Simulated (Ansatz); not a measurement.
A computed series for SnO: response to strain

Start from SnO (space group P4/nmm, No. 129; layered, stacked along the Cartesian z axis; relaxed with 0.1 eV smearing).

```
CELL_PARAMETERS angstrom
      3.76748     0.00000     0.00000
      0.00000     3.76748     0.00000
      0.00000     0.00000     4.55721
ATOMIC_POSITIONS crystal
  Sn 0.50000 0.00000 0.25376
  Sn 0.00000 0.50000 0.74624
  O  0.00000 0.00000 0.00000
  O  0.50000 0.50000 0.00000
```

Cartesian axes are those of the cell as printed.

Strains are applied to the cell and any free atomic positions relax; under biaxial strain the out-of-plane vector relaxes too.

Level of theory: PBEsol-D3(BJ) (Ansatz, an electronic-structure program), spin-orbit coupling left out, earlier PAW set.

Notes on the quantities. in-plane stress: mean in-plane stress (compression positive).

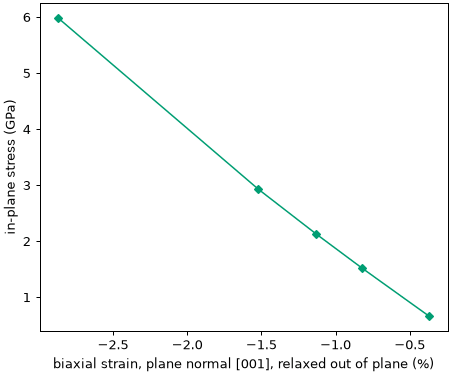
in-plane stress against biaxial strain, plane normal [001], relaxed out of plane

Task: From the plot, what is the in-plane stress for biaxial strain −1.52 %, plane normal [001], relaxed out of plane?

Result: About 2.9 GPa.

Task: Is the trend monotonic over the range shown?

Result: Yes, it falls throughout, spanning +0.7 GPa to +6.0 GPa.

No phonon test of stability was made. The final runs are not spin-polarised.
